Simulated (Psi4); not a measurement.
C₂H₈Si₂: interaction calculation (part 2 of 3)

The same run, continued: C₂H₈Si₂; B97-D3(BJ)/cc-pVDZ, RKS (Psi4 1.11). The geometry comes from this level: GFN2-xTB.

Geometry of the input (Å):
```
C  -1.5240  -1.9909  -0.6294
Si -0.2032  -1.0336  0.3547
H  -2.5281  -1.6877  -0.3419
H  -1.4453  -3.0619  -0.4610
H  -1.4171  -1.8169  -1.6965
H  -0.6054  -1.2562  1.7620
C  1.5278  1.9970  0.6252
Si 0.1914  1.0354  -0.3329
H  1.4076  1.8748  1.6977
H  1.4817  3.0608  0.4075
H  2.5247  1.6527  0.3615
H  0.5899  1.2267  -1.7471
```

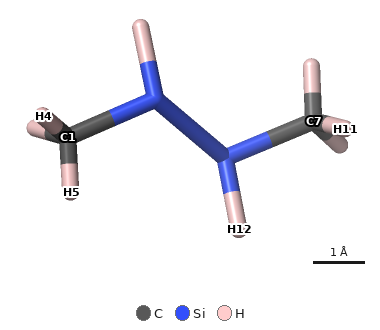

Fig. 1: The structure as given in the input (stick view, seen at an oblique angle; atoms are numbered from 1 in the order of the input).

What the program printed, continued:
```
       Center              X                  Y                   Z               Mass
    ------------   -----------------  -----------------  -----------------  -----------------
         C           -2.879904820675    -3.762255743174    -1.189374726102    12.000000000000
         SI          -0.384067937738    -1.953202026012     0.670266959439    27.976926534650
         H           -4.777454412292    -3.189366370980    -0.646021773249     1.007825032230
         H           -2.731296758169    -5.786190218062    -0.871144846575     1.007825032230
         H           -2.677949789648    -3.433386705561    -3.205882577317     1.007825032230
         H           -1.144002401830    -2.373836164278     3.329754124841     1.007825032230
         C            2.887180266258     3.773707483494     1.181513465420    12.000000000000
         SI           0.361636888629     1.956565738515    -0.629146518949    27.976926534650
         H            2.659959596933     3.542820745486     3.208206940451     1.007825032230
         H            2.800026097352     5.783979238495     0.770120087908     1.007825032230
         H            4.771029343466     3.123112573022     0.683192686137     1.007825032230
         H            1.114843927714     2.318032551793    -3.301483822004     1.007825032230

  Running in c1 symmetry.

  Rotational constants: A =      0.43545  B =      0.06365  C =      0.05745 [cm^-1]
  Rotational constants: A =  13054.52015  B =   1908.31593  C =   1722.39411 [MHz]
  Nuclear repulsion =  195.637260360753572

  Charge       = 0
  Multiplicity = 1
  Electrons    = 48
  Nalpha       = 24
  Nbeta        = 24

  ==> Primary Basis <==

  Basis Set: CC-PVDZ
    Blend: CC-PVDZ
    Number of shells: 52
    Number of basis functions: 104
    Number of Cartesian functions: 108
    Spherical Harmonics?: true
    Max angular momentum: 2

   => Molecular Quadrature <=

    Radial Scheme          =       TREUTLER
    Pruning Scheme         =           NONE
    Nuclear Scheme         =       TREUTLER

    Blocking Scheme        =         OCTREE
    BS radius alpha        =              1
    Pruning alpha          =              1
    Radial Points          =             75
    Spherical Points       =            302
    Total Points           =         258145
    Total Blocks           =           1993
    Max Points             =            256
    Max Functions          =            104
    Weights Tolerance      =       1.00E-15

  ==> Integral Setup <==

  DFHelper Memory: AOs need 0.045 GiB; user supplied 0.515 GiB.
  SCF_SUBTYPE=INCORE selected. In-core MEM_DF algorithm will be used.
  Using in-core AOs.

  ==> MemDFJK: Density-Fitted J/K Matrices <==

    J tasked:                   Yes
    K tasked:                    No
    wK tasked:                   No
    Memory [MiB]:               526
    Algorithm:                 Core
    Schwarz Cutoff:           1E-12
    Mask sparsity (%):       6.2500
    Fitting Condition:        1E-10

   => Auxiliary Basis Set <=

  Basis Set: (CC-PVDZ AUX)
    Blend: CC-PVDZ-JKFIT
    Number of shells: 192
    Number of basis functions: 548
    Number of Cartesian functions: 622
    Spherical Harmonics?: true
    Max angular momentum: 3

  Cached 100.0% of DFT collocation blocks in 0.603 [GiB].

  Minimum eigenvalue in the overlap matrix is 5.5959013848E-03.
  Reciprocal condition number of the overlap matrix is 1.0765285979E-03.
    Using symmetric orthogonalization.

  ==> Pre-Iterations <==

  SCF Guess: Superposition of Atomic Densities via on-the-fly atomic UHF (no occupation information).

   -------------------------
    Irrep   Nso     Nmo
   -------------------------
     A        104     104
   -------------------------
    Total     104     104
   -------------------------

  ==> Iterations <==

                           Total Energy        Delta E     RMS |[F,P]|

   @DF-RKS iter SAD:  -659.24061339664797   -6.59241e+02   0.00000e+00
   @DF-RKS iter   1:  -659.30191385779563   -6.59302e+02   9.73523e-03 ADIIS+DIIS
   @DF-RKS iter   2:  -659.30191385779563    0.00000e+00   1.33019e-02 EDIIS+DIIS
   @DF-RKS iter   3:  -659.86299755336290   -5.61084e-01   1.34458e-03 EDIIS+DIIS
   @DF-RKS iter   4:  -659.87445328318029   -1.14557e-02   6.32462e-04 EDIIS+DIIS
   @DF-RKS iter   5:  -659.87485804865730   -4.04765e-04   5.47644e-04 EDIIS+DIIS
   @DF-RKS iter   6:  -659.87767266206288   -2.81461e-03   2.66205e-04 ADIIS+DIIS
   @DF-RKS iter   7:  -659.87851634891740   -8.43687e-04   2.38095e-05 DIIS
   @DF-RKS iter   8:  -659.87852198823737   -5.63932e-06   6.45588e-06 DIIS
   @DF-RKS iter   9:  -659.87852223226491   -2.44028e-07   3.76745e-06 DIIS
   @DF-RKS iter  10:  -659.87852231583133   -8.35664e-08   1.35172e-06 DIIS
   @DF-RKS iter  11:  -659.87852231583133    0.00000e+00   1.34402e-06 DIIS
   @DF-RKS iter  12:  -659.87852232713101   -1.12997e-08   1.38297e-07 Converged
  Energy and wave function converged.

  ==> Post-Iterations <==

   Electrons on quadrature grid:
      Ntotal   =   47.9999641849 ; deviation = -3.582e-05

    Final Occupation by Irrep:
              A
    DOCC [    24 ]
    NA   [    24 ]
    NB   [    24 ]

  @DF-RKS Final Energy:  -659.90498903084858

   => Energetics <=

    Nuclear Repulsion Energy =            195.6372603607535723
    One-Electron Energy =               -1299.2228815642843074
    Two-Electron Energy =                 499.3072151188765702
    DFT Exchange-Correlation Energy =     -55.6001162424757425
    Empirical Dispersion Energy =          -0.0264667037185665
    VV10 Nonlocal Energy =                  0.0000000000000000
    Total Energy =                       -659.9049890308485828

Computation Completed

Properties will be evaluated at   0.000000,   0.000000,   0.000000 [a0]

Properties computed using the SCF density matrix

 Multipole Moments:

 ------------------------------------------------------------------------------------
     Multipole            Electronic (a.u.)      Nuclear  (a.u.)        Total (a.u.)
 ------------------------------------------------------------------------------------

 L = 1.  Multiply by 2.5417464519 to convert [e a0] to [Debye]
 Dipole X            :          0.2591597           -0.2552264            0.0039333
 Dipole Y            :         -0.1043480            0.1009681           -0.0033800
 Dipole Z            :         -0.4918157            0.4952594            0.0034437
 Magnitude           :                                                    0.0062253

 ------------------------------------------------------------------------------------

	total time  =          7 seconds =       0.12 minutes

    Psi4 run time: 0:00:07.53

    -----------------------------------------------------------------------
                               Psi4 1.11 release

    h
    h
    h

    -----------------------------------------------------------------------

    Memory:     1.5 GiB
    Threads:    1
                ecpint, einsums, f̶o̶r̶t̶e̶, gauxc, gcp, g̶d̶m̶a̶, geometric, g̶p̶u̶_̶d̶f̶c̶c̶,
                i̶n̶t̶e̶g̶r̶a̶t̶o̶r̶x̶x̶, i̶p̶i̶, libefp, m̶d̶i̶, m̶p̶2̶d̶, m̶r̶c̶c̶, ooo,
                o̶p̶e̶n̶f̶e̶r̶m̶i̶o̶n̶p̶s̶i̶4̶, pcmsolver, p̶s̶i̶4̶f̶o̶c̶k̶c̶i̶, p̶s̶i̶x̶a̶s̶,
                p̶y̶e̶i̶n̶s̶u̶m̶s̶, r̶e̶s̶p̶, s̶i̶m̶i̶n̶t̶, s̶n̶s̶m̶p̶2̶,
                v̶2̶r̶d̶m̶_̶c̶a̶s̶s̶c̶f̶

  ==> Geometry <==

    Molecular point group: c1
    Full point group: C1

    Geometry (in Bohr), charge = 0, multiplicity = 1:

       Center              X                  Y                   Z               Mass
    ------------   -----------------  -----------------  -----------------  -----------------
         C           -2.879904820675    -3.762255743174    -1.189374726102    12.000000000000
         SI          -0.384067937738    -1.953202026012     0.670266959439    27.976926534650
         H           -4.777454412292    -3.189366370980    -0.646021773249     1.007825032230
         H           -2.731296758169    -5.786190218062    -0.871144846575     1.007825032230
         H           -2.677949789648    -3.433386705561    -3.205882577317     1.007825032230
         H           -1.144002401830    -2.373836164278     3.329754124841     1.007825032230
      Gh(C)           2.887180266258     3.773707483494     1.181513465420    12.000000000000
      Gh(SI)          0.361636888629     1.956565738515    -0.629146518949    27.976926534650
      Gh(H)           2.659959596933     3.542820745486     3.208206940451     1.007825032230
      Gh(H)           2.800026097352     5.783979238495     0.770120087908     1.007825032230
      Gh(H)           4.771029343466     3.123112573022     0.683192686137     1.007825032230
      Gh(H)           1.114843927714     2.318032551793    -3.301483822004     1.007825032230

  Running in c1 symmetry.

  Rotational constants: A =      0.43545  B =      0.06365  C =      0.05745 [cm^-1]
  Rotational constants: A =  13054.52015  B =   1908.31593  C =   1722.39411 [MHz]
  Nuclear repulsion =   48.550611223729327

  Charge       = 0
  Multiplicity = 1
  Electrons    = 24
  Nalpha       = 12
  Nbeta        = 12

  ==> Iterations <==

                           Total Energy        Delta E     RMS |[F,P]|

   @DF-RKS iter SAD:  -329.43590389046892   -3.29436e+02   0.00000e+00
   @DF-RKS iter   1:  -329.57801708822706   -3.29578e+02   7.23250e-03 ADIIS+DIIS
   @DF-RKS iter   2:  -329.57801708822706    0.00000e+00   1.02717e-02 EDIIS+DIIS
   @DF-RKS iter   3:  -329.87886570618986   -3.00849e-01   1.17171e-03 EDIIS+DIIS
   @DF-RKS iter   4:  -329.89178475351810   -1.29190e-02   3.97277e-04 ADIIS+DIIS
   @DF-RKS iter   5:  -329.89361863540660   -1.83388e-03   1.06158e-04 ADIIS+DIIS
   @DF-RKS iter   6:  -329.89371664633848   -9.80109e-05   5.95502e-05 ADIIS+DIIS
   @DF-RKS iter   7:  -329.89376923056955   -5.25842e-05   1.46350e-05 DIIS
   @DF-RKS iter   8:  -329.89377189717896   -2.66661e-06   2.70865e-06 DIIS
   @DF-RKS iter   9:  -329.89377191273849   -1.55595e-08   2.43048e-06 DIIS
   @DF-RKS iter  10:  -329.89377195574991   -4.30114e-08   3.03675e-07 Converged
  Energy and wave function converged.

  ==> Post-Iterations <==

   Electrons on quadrature grid:
      Ntotal   =   23.9999791340 ; deviation = -2.087e-05

    Final Occupation by Irrep:
              A
    DOCC [    12 ]
    NA   [    12 ]
    NB   [    12 ]

  @DF-RKS Final Energy:  -329.90303254314369

   => Energetics <=

    Nuclear Repulsion Energy =             48.5506112237293266
    One-Electron Energy =                -550.9217058572970700
    Two-Electron Energy =                 200.2403875034340217
    DFT Exchange-Correlation Energy =     -27.7630648256156647
    Empirical Dispersion Energy =          -0.0092605873942713
    VV10 Nonlocal Energy =                  0.0000000000000000
    Total Energy =                       -329.9030325431436950

Computation Completed

Properties will be evaluated at   0.000000,   0.000000,   0.000000 [a0]

Properties computed using the SCF density matrix

 Multipole Moments:

 ------------------------------------------------------------------------------------
     Multipole            Electronic (a.u.)      Nuclear  (a.u.)        Total (a.u.)
 ------------------------------------------------------------------------------------

 L = 1.  Multiply by 2.5417464519 to convert [e a0] to [Debye]
 Dipole X            :         33.5380795          -33.9870834           -0.4490039
 Dipole Y            :         64.3458126          -64.7011423           -0.3553297
 Dipole Z            :         -0.9378679            0.8541940           -0.0836739
 Magnitude           :                                                    0.5786753

 ------------------------------------------------------------------------------------

	total time  =          7 seconds =       0.12 minutes

    Psi4 run time: 0:00:06.47

    -----------------------------------------------------------------------
                               Psi4 1.11 release

    h
    h
    h

    -----------------------------------------------------------------------

    Memory:     1.5 GiB
    Threads:    1
                ecpint, einsums, f̶o̶r̶t̶e̶, gauxc, gcp, g̶d̶m̶a̶, geometric, g̶p̶u̶_̶d̶f̶c̶c̶,
                i̶n̶t̶e̶g̶r̶a̶t̶o̶r̶x̶x̶, i̶p̶i̶, libefp, m̶d̶i̶, m̶p̶2̶d̶, m̶r̶c̶c̶, ooo,
                o̶p̶e̶n̶f̶e̶r̶m̶i̶o̶n̶p̶s̶i̶4̶, pcmsolver, p̶s̶i̶4̶f̶o̶c̶k̶c̶i̶, p̶s̶i̶x̶a̶s̶,
                p̶y̶e̶i̶n̶s̶u̶m̶s̶, r̶e̶s̶p̶, s̶i̶m̶i̶n̶t̶, s̶n̶s̶m̶p̶2̶,
                v̶2̶r̶d̶m̶_̶c̶a̶s̶s̶c̶f̶

  ==> Geometry <==

    Molecular point group: c1
    Full point group: C1

    Geometry (in Bohr), charge = 0, multiplicity = 1:

       Center              X                  Y                   Z               Mass
    ------------   -----------------  -----------------  -----------------  -----------------
      Gh(C)          -2.879904820675    -3.762255743174    -1.189374726102    12.000000000000
      Gh(SI)         -0.384067937738    -1.953202026012     0.670266959439    27.976926534650
      Gh(H)          -4.777454412292    -3.189366370980    -0.646021773249     1.007825032230
      Gh(H)          -2.731296758169    -5.786190218062    -0.871144846575     1.007825032230
      Gh(H)          -2.677949789648    -3.433386705561    -3.205882577317     1.007825032230
      Gh(H)          -1.144002401830    -2.373836164278     3.329754124841     1.007825032230
         C            2.887180266258     3.773707483494     1.181513465420    12.000000000000
         SI           0.361636888629     1.956565738515    -0.629146518949    27.976926534650
         H            2.659959596933     3.542820745486     3.208206940451     1.007825032230
         H            2.800026097352     5.783979238495     0.770120087908     1.007825032230
         H            4.771029343466     3.123112573022     0.683192686137     1.007825032230
         H            1.114843927714     2.318032551793    -3.301483822004     1.007825032230

  Running in c1 symmetry.

  Rotational constants: A =      0.43545  B =      0.06365  C =      0.05745 [cm^-1]
  Rotational constants: A =  13054.52015  B =   1908.31593  C =   1722.39411 [MHz]
  Nuclear repulsion =   48.552413447165506

  Charge       = 0
  Multiplicity = 1
  Electrons    = 24
  Nalpha       = 12
  Nbeta        = 12

  ==> Iterations <==

                           Total Energy        Delta E     RMS |[F,P]|

   @DF-RKS iter SAD:  -329.43595005232459   -3.29436e+02   0.00000e+00
   @DF-RKS iter   1:  -329.57792693358920   -3.29578e+02   7.23467e-03 ADIIS+DIIS
   @DF-RKS iter   2:  -329.57792693358920    0.00000e+00   1.02774e-02 EDIIS+DIIS
   @DF-RKS iter   3:  -329.87891432011884   -3.00987e-01   1.17208e-03 EDIIS+DIIS
   @DF-RKS iter   4:  -329.89186437974132   -1.29501e-02   3.95916e-04 ADIIS+DIIS
   @DF-RKS iter   5:  -329.89369363041078   -1.82925e-03   1.03238e-04 ADIIS+DIIS
   @DF-RKS iter   6:  -329.89378402631718   -9.03959e-05   5.84511e-05 ADIIS+DIIS
   @DF-RKS iter   7:  -329.89383428147170   -5.02552e-05   1.47953e-05 DIIS
   @DF-RKS iter   8:  -329.89383705597368   -2.77450e-06   2.69527e-06 DIIS
   @DF-RKS iter   9:  -329.89383707173135   -1.57577e-08   2.43232e-06 DIIS
   @DF-RKS iter  10:  -329.89383711482759   -4.30962e-08   3.04360e-07 Converged
  Energy and wave function converged.

  ==> Post-Iterations <==

   Electrons on quadrature grid:
      Ntotal   =   23.9999718989 ; deviation = -2.810e-05

    Orbital Energies [Eh]
    ---------------------

    Doubly Occupied:

       1A    -65.434266     2A     -9.901575     3A     -5.109043
       4A     -3.533758     5A     -3.523485     6A     -3.519994
       7A     -0.638887     8A     -0.429953     9A     -0.367361
      10A     -0.363088    11A     -0.283902    12A     -0.180992

    Virtual:

      13A     -0.120776    14A      0.022668    15A      0.057086
      16A      0.068478    17A      0.097083    18A      0.100159
      19A      0.108892    20A      0.135942    21A      0.158934
      22A      0.184051    23A      0.201727    24A      0.235464
      25A      0.254250    26A      0.270983    27A      0.290274
      28A      0.308334    29A      0.320029    30A      0.359509
      31A      0.379519    32A      0.410074    33A      0.441783
      34A      0.461054    35A      0.497308    36A      0.503443
      37A      0.513591    38A      0.524989    39A      0.533878
      40A      0.566592    41A      0.592189    42A      0.600919
      43A      0.614027    44A      0.630857    45A      0.676656
      46A      0.731181    47A      0.801077    48A      0.904135
      49A      0.910424    50A      0.967595    51A      0.971516
      52A      1.013576    53A      1.029335    54A      1.041854
      55A      1.072001    56A      1.105851    57A      1.189297
      58A      1.282680    59A      1.356705    60A      1.407540
      61A      1.430695    62A      1.449697    63A      1.467039
      64A      1.552901    65A      1.579866    66A      1.587075
      67A      1.594335    68A      1.644576    69A      1.659784
      70A      1.727768    71A      1.761912    72A      1.821244
      73A      1.888385    74A      1.898718    75A      1.964261
      76A      1.990050    77A      2.002632    78A      2.023380
      79A      2.027085    80A      2.058699    81A      2.064794
      82A      2.097931    83A      2.262053    84A      2.282961
      85A      2.301177    86A      2.360971    87A      2.392657
      88A      2.401698    89A      2.498702    90A      2.596711
      91A      2.606932    92A      2.715327    93A      2.777189
      94A      2.853106    95A      2.869099    96A      4.074519
      97A      4.425822    98A      5.021783    99A      5.026895
     100A     13.636579   101A     13.976981   102A     14.035847
     103A     18.314566   104A    103.328684

    Final Occupation by Irrep:
              A
    DOCC [    12 ]
    NA   [    12 ]
    NB   [    12 ]

  @DF-RKS Final Energy:  -329.90309916620015

   => Energetics <=
```
